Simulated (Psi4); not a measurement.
**BNH6 (SMILES [BH3-][NH3+]) at BLYP/def2-TZVP**

What is the energy change on altering one bond length of BNH6 at BLYP/def2-TZVP? 

The calculation is run with Psi4 1.11.

5 further runs of the same task are left out: 4 that didn't finish, 1 set aside as unsound or not needed.

## 1. The structure to begin with

The species is BNH6 (8 atoms), meant as a singlet with charge 0. SMILES: `[BH3-][NH3+]`. The shape is that of a PBE0-D4/def2-TZVP optimisation.

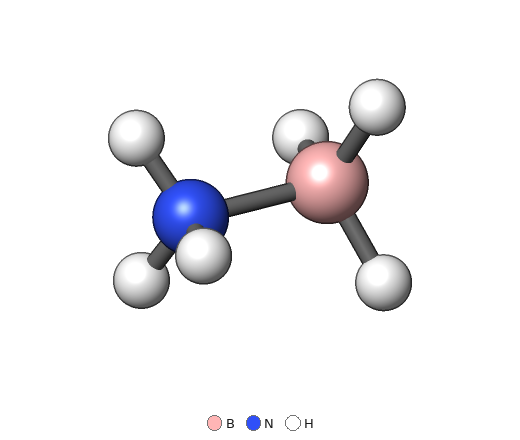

The structure, seen from a chosen angle (boron pink, nitrogen blue, hydrogen white).

## 2. Energy and gradient at BLYP/def2-TZVP

bh6n.py reads:

```python
import psi4

psi4.set_memory(1600000000)
psi4.set_num_threads(1)
psi4.core.set_output_file('bh6n.out', False)

mol = psi4.geometry("""
B     -0.36150461     0.47394331    -1.46529364
N      0.39022844    -0.48206913     1.38271261
H     -0.14777658    -1.37647651    -2.79868439
H     -2.51824903     1.22775506    -1.29861979
H      1.14215047     2.12896545    -1.96229161
H      0.26607344     0.95809115     2.64315993
H      2.18565724    -1.15518958     1.42731014
H     -0.78234662    -1.88311208     1.96626003
units bohr
symmetry c1
no_reorient
no_com
""")

psi4.set_options({
    'basis': 'def2-TZVP',
    'puream': True,
    'e_convergence': 1e-09,
    'd_convergence': 1e-08,
    'scf_type': 'pk',
    'dft_radial_points': 99,
    'dft_spherical_points': 590,
})

result, w = psi4.gradient("blyp", return_wfn=True)
psi4.oeprop(w, "DIPOLE", "WIBERG_LOWDIN_INDICES", "MAYER_INDICES", title="BLYP")
print('gradient / Eh bohr^-1')
print(result.np.round(6))
print(f'energy = {w.energy():.10f} Eh')
```

Launch:

```sh
python bh6n.py
```

bh6n.out:

```text
[...]
  Running in c1 symmetry.
[...]
  Nuclear repulsion =   40.754562780604559
[...]
  Multiplicity = 1
[...]
  Nalpha       = 9
  Nbeta        = 9
[...]
    Number of basis functions: 98
[...]
   @RKS iter   1:   -82.72861399549677   -9.22132e-02   9.87096e-03 DIIS/ADIIS
[...]
   @RKS iter  10:   -83.19448167922465   -6.72173e-12   3.65543e-09 DIIS
[...]
    Orbital Energies [Eh]
    ---------------------
    Doubly Occupied:
       1A    -14.082307     2A     -6.454869     3A     -0.868636
       4A     -0.500219     5A     -0.500190     6A     -0.455400
       7A     -0.309860     8A     -0.233673     9A     -0.233660
[...]
  @RKS Final Energy:   -83.19448167922465
   => Energetics <=
    Nuclear Repulsion Energy =             40.7545627806045587
    One-Electron Energy =                -191.1443144295351999
    Two-Electron Energy =                  80.3669198100916589
    DFT Exchange-Correlation Energy =     -13.1716498403856548
    Empirical Dispersion Energy =           0.0000000000000000
    VV10 Nonlocal Energy =                  0.0000000000000000
    Total Energy =                        -83.1944816792246513
[...]
  -Total Gradient:
     Atom            X                  Y                   Z
    ------   -----------------  -----------------  -----------------
       1        0.001781407720    -0.002227500149     0.006688804336
       2        0.000349800315    -0.000464615096     0.001483335382
       3       -0.000019143096     0.000531226123     0.000617578209
       4        0.000747635778    -0.000312441189     0.000137009725
       5       -0.000450906873    -0.000612589140     0.000359685433
       6        0.000299358765    -0.005244583148    -0.005503179834
       7       -0.006977876579     0.002778826716    -0.000863700748
       8        0.004269800382     0.005551369364    -0.002919446712
[...]
 Multipole Moments:
 ------------------------------------------------------------------------------------
     Multipole            Electronic (a.u.)      Nuclear  (a.u.)        Total (a.u.)
 ------------------------------------------------------------------------------------
 L = 1.  Multiply by 2.5417464519 to convert [e a0] to [Debye]
 Dipole X            :         -0.5530116            1.0695849            0.5165733
 Dipole Y            :          0.4479091           -1.1047339           -0.6568248
 Dipole Z            :         -0.3728823            2.3296544            1.9567721
 Magnitude           :                                                    2.1277274
[...]
```

On the terminal:

```text
gradient / Eh bohr^-1
[[ 1.781e-03 -2.228e-03  6.689e-03]
 [ 3.500e-04 -4.650e-04  1.483e-03]
 [-1.900e-05  5.310e-04  6.180e-04]
 [ 7.480e-04 -3.120e-04  1.370e-04]
 [-4.510e-04 -6.130e-04  3.600e-04]
 [ 2.990e-04 -5.245e-03 -5.503e-03]
 [-6.978e-03  2.779e-03 -8.640e-04]
 [ 4.270e-03  5.551e-03 -2.919e-03]]
energy = -83.1944816792 Eh
```

Wall time 38 s (1 thread of AMD EPYC 7R43 (Zen 3), shared host); peak memory 0.8 GiB.

## 3. The distorted shape: the energy at BLYP/def2-TZVP

calc.in reads:

```
memory 1.6 GB

molecule {
  B
  N 1 1.638759
  H 1 1.8183 2 105.26545
  H 1 1.212215 2 105.26098 3 119.99688
  H 1 1.212161 4 113.33218 2 -114.50949
  H 2 1.01489 1 110.90891 5 59.9411
  H 2 1.014951 6 107.99025 1 121.72399
  H 2 1.014915 6 107.99934 7 116.54912
  units angstrom
  symmetry c1
}

set {
  reference            rks
  puream               true
  e_convergence        1e-09
  d_convergence        1e-08
  scf_type             pk
  dft_radial_points    99
  dft_spherical_points 590
}

result, w = energy('blyp/def2-TZVP', return_wfn=True)
oeprop(w, 'LOWDIN_CHARGES', 'WIBERG_LOWDIN_INDICES', 'DIPOLE', title='BLYP')
```

Launch:

```sh
psi4 -n 1 calc.in calc.out
```

calc.out:

```text
[...]
  Running in c1 symmetry.
[...]
  Nuclear repulsion =   39.567700655800131
[...]
  Multiplicity = 1
[...]
  Nalpha       = 9
  Nbeta        = 9
[...]
    Number of basis functions: 98
[...]
   @RKS iter   1:   -82.67055409568238   -1.11211e-01   9.87304e-03 DIIS/ADIIS
[...]
   @RKS iter  11:   -83.13879259370961   -1.02887e-11   4.88006e-09 DIIS
[...]
    Orbital Energies [Eh]
    ---------------------
    Doubly Occupied:
       1A    -14.096433     2A     -6.510686     3A     -0.881806
       4A     -0.512480     5A     -0.511949     6A     -0.465377
       7A     -0.317796     8A     -0.253099     9A     -0.195005
[...]
  @RKS Final Energy:   -83.13879259370961
   => Energetics <=
    Nuclear Repulsion Energy =             39.5677006558001310
    One-Electron Energy =                -188.5241791748342735
    Two-Electron Energy =                  78.8783176255024046
    DFT Exchange-Correlation Energy =     -13.0606317001778791
    Empirical Dispersion Energy =           0.0000000000000000
    VV10 Nonlocal Energy =                  0.0000000000000000
    Total Energy =                        -83.1387925937096099
[...]
 Multipole Moments:
 ------------------------------------------------------------------------------------
     Multipole            Electronic (a.u.)      Nuclear  (a.u.)        Total (a.u.)
 ------------------------------------------------------------------------------------
 L = 1.  Multiply by 2.5417464519 to convert [e a0] to [Debye]
 Dipole X            :         -0.0001081            0.0000176           -0.0000905
 Dipole Y            :         -1.0110454            0.4595985           -0.5514468
 Dipole Z            :          1.9276166            0.3866235            2.3142401
 Magnitude           :                                                    2.3790336
[...]
```

Wall time 29 s (1 thread of AMD EPYC 7R43 (Zen 3), shared host); peak memory 0.8 GiB.

## 4. Results

Level: BLYP/def2-TZVP.

```
                                                         quantity         value
                                        first shape: total energy  -83.19448 Eh
                                       first shape: dipole moment        5.41 D
                                         first shape: HOMO energy      -6.36 eV
                                         first shape: LUMO energy      -0.92 eV
                                       first shape: HOMO–LUMO gap       5.43 eV
                            first shape: largest force on an atom    0.391 eV/Å
                                    distorted shape: total energy  -83.13879 Eh
                                   distorted shape: dipole moment        6.05 D
                                     distorted shape: HOMO energy      -5.31 eV
                                     distorted shape: LUMO energy      -1.09 eV
                                   distorted shape: HOMO–LUMO gap       4.21 eV
energy change with the B1–H3 bond stretched from 1.212 to 1.818 Å      1.515 eV
```

With the B1–H3 bond stretched from 1.212 to 1.818 Å the energy rises by 1.52 eV (35 kcal/mol). The first shape isn't relaxed at this level, so the change isn't measured from a minimum. The largest force (first shape) is 0.39 eV/Å: the shape isn't a stationary point for this species at this level.
